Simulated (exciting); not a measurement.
Consider CdF2, space group Fm-3m.

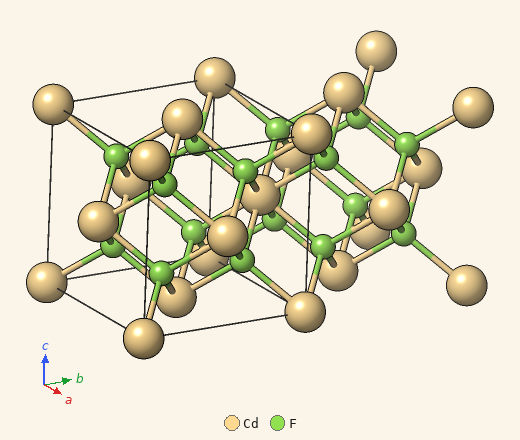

The structure (cadmium orange, fluorine green). 1×2×1 conventional cells are drawn. Some periodic images of atoms are drawn too.

```xyz
3
Lattice="0.0000 2.6940 2.6940 2.6940 0.0000 2.6940 2.6940 2.6940 0.0000" Properties=species:S:1:pos:R:3 pbc="T T T"
Cd    0.0000    0.0000    0.0000
F     4.0410    4.0410    4.0410
F     1.3470    1.3470    1.3470
```

Absorber: atom 1, with 8 F at 2.33 Å (cubic, site symmetry m-3m). Method: exciting, all-electron LAPW+lo, LDA, exchange and screened direct term (singlet BSE), 4×4×4 shifted k points, 16 conduction bands, |G+q| up to 3 bohr⁻¹ (2 in the exchange term), full RPA screening with nempty = 37, Lorentzian half width 1.25 eV.

Q: Predict the Cd L₃ near-edge structure at this level.

Bound core exciton? Yes on this mesh: the first bright state (over 5 % of the brightest) lies at -0.92 eV from the Kohn–Sham onset and at -1.38 eV from the lowest bare transition of its own mesh. Maxima (height): 15.8 eV (1.00) and 23.8 eV (0.70).

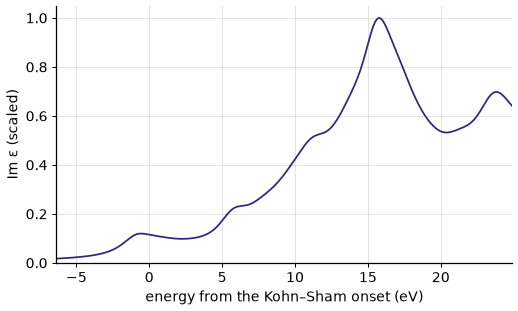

Energy from the Kohn–Sham onset, core level to the lowest empty state found on the meshes used; Im ε in relative units.

Binding energies aren't converged on 64 k points, and fine structure above the first lines is partly noise of the mesh. Exchange and the short-range direct term aren't converged in the kernel cutoff. The zero comes from the unshifted 5×5×5 ground-state mesh; it is exact only where the band minimum lies on that mesh. The conduction states carry no spin here, so the exchange coupling to the spinor core hole is only partly held. This core level is treated alone, with no coupling to its spin–orbit partner. The structure is a published determination, not relaxed.

[Banner, clock and machine lines of the logs are left out without a mark of their own.]

[Logs are printed without paths, hosts, clocks, repeated set-up lines and the standing remarks that a program may print on its own settings, such as how far it seeks lower states.]

[Hosts, paths, dates, database ids (printed as entryN), source tags and the programs' standing remarks are cut or masked in the printed files.]
